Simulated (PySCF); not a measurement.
**BLYP/cc-pVDZ run of C2H7NSi (SMILES C=N[SiH2]C)**

What is the vertical ionisation energy of C2H7NSi at BLYP/cc-pVDZ? Input form: a Python script.

Program for the calculation: PySCF 2.14.0.

### Step 1. Starting point

C2H7NSi: 11 atoms, total charge 0, spin state singlet. SMILES: `C=N[SiH2]C`. Geometry: relaxed at PBE0-D4/def2-TZVP. This is one conformer, not always the lowest.

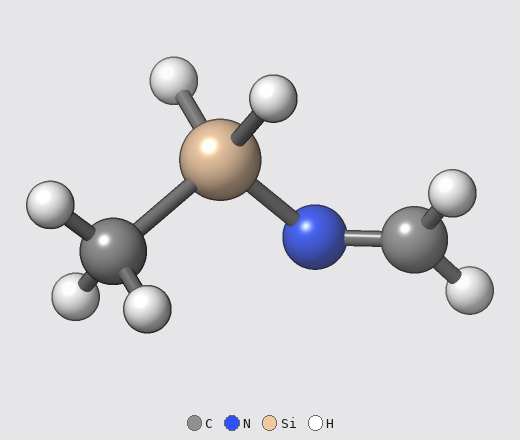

Viewed from a chosen angle; carbon grey, nitrogen blue, silicon light orange, hydrogen white.

### Step 2. A single-point energy at BLYP/cc-pVDZ

File input.py:

```python
# C=N[SiH2]C
from pyscf import gto, dft

mol = gto.M(
    atom='''
C   -0.763200   2.027200   0.389900
N   -0.749500   1.001600  -0.336400
Si  -0.379200  -0.602800   0.247400
C    1.068600  -1.271000  -0.713200
H   -0.997700   3.009000  -0.039500
H   -0.550300   2.023600   1.471900
H   -0.075100  -0.581600   1.713400
H   -1.590400  -1.434700   0.023400
H    0.849500  -1.270200  -1.783000
H    1.292800  -2.296000  -0.407900
H    1.959900  -0.662200  -0.545500
''',
    basis='cc-pvdz',
    max_memory=1860,
    verbose=3,
)

myscf = dft.RKS(mol, xc='blyp')
myscf.conv_tol = 1e-10
myscf.grids.level = 5
myscf.kernel()
if not myscf.converged:
    myscf = myscf.newton().run(myscf.mo_coeff, myscf.mo_occ)

energy = myscf.e_tot
print('Final energy', energy)
```

On the command line:

```sh
$ OMP_NUM_THREADS=1 python input.py
```

Standard output:

```text
converged SCF energy = -424.57977530333
Final energy -424.57977530333
```

It took 26 s on 1 thread of Arm Neoverse V1, shared host; peak memory 0.48 GiB.

### Step 3. The doublet cation, same level

File job.py:

```python
from pyscf import gto, dft

molecule = gto.M(
    atom='''
C   -0.763200   2.027200   0.389900
N   -0.749500   1.001600  -0.336400
Si  -0.379200  -0.602800   0.247400
C    1.068600  -1.271000  -0.713200
H   -0.997700   3.009000  -0.039500
H   -0.550300   2.023600   1.471900
H   -0.075100  -0.581600   1.713400
H   -1.590400  -1.434700   0.023400
H    0.849500  -1.270200  -1.783000
H    1.292800  -2.296000  -0.407900
H    1.959900  -0.662200  -0.545500
''',
    basis='cc-pvdz',
    max_memory=1860,
    charge=1,
    spin=1,
    verbose=3,
)

mf = dft.UKS(molecule)
mf.xc = 'blyp'
mf.conv_tol = 1e-10
mf.grids.level = 5
mf.kernel()
if not mf.converged:
    mf = mf.newton().run(mf.mo_coeff, mf.mo_occ)

e_tot = mf.e_tot
print(f'total energy: {e_tot:.8f} hartree')
```

On the command line:

```sh
$ OMP_NUM_THREADS=1 python job.py
```

Standard output:

```text
WARN: HOMO -0.279926210366059 >= LUMO -0.27992621036606

converged SCF energy = -424.255076352294  <S^2> = 0.75570874  2S+1 = 2.0057006
total energy: -424.25507635 hartree
```

Wall time 64 s (1 thread of Arm Neoverse V1, shared host); peak memory 0.51 GiB.

### Step 4. Results

Level: BLYP/cc-pVDZ.

| quantity | value |
| --- | --- |
| singlet C2H7NSi: total energy | -424.57978 Eh |
| singlet C2H7NSi: dipole moment | 0.92 D |
| singlet C2H7NSi: HOMO energy | -5.29 eV |
| singlet C2H7NSi: LUMO energy | -1.47 eV |
| singlet C2H7NSi: HOMO–LUMO gap | 3.82 eV |
| doublet cation: total energy | -424.25508 Eh |
| doublet cation: HOMO energy (highest over α and β) | -12.64 eV |
| doublet cation: LUMO energy (lowest over α and β) | -12.25 eV |
| doublet cation: ⟨S²⟩ | 0.756 |
| vertical ionisation energy (to the doublet cation) | 8.836 eV |

The vertical ionisation energy comes to 8.84 eV (852 kJ/mol). −ε(HOMO) before ionisation, 5.29 eV, is 3.54 eV below this ionisation energy.
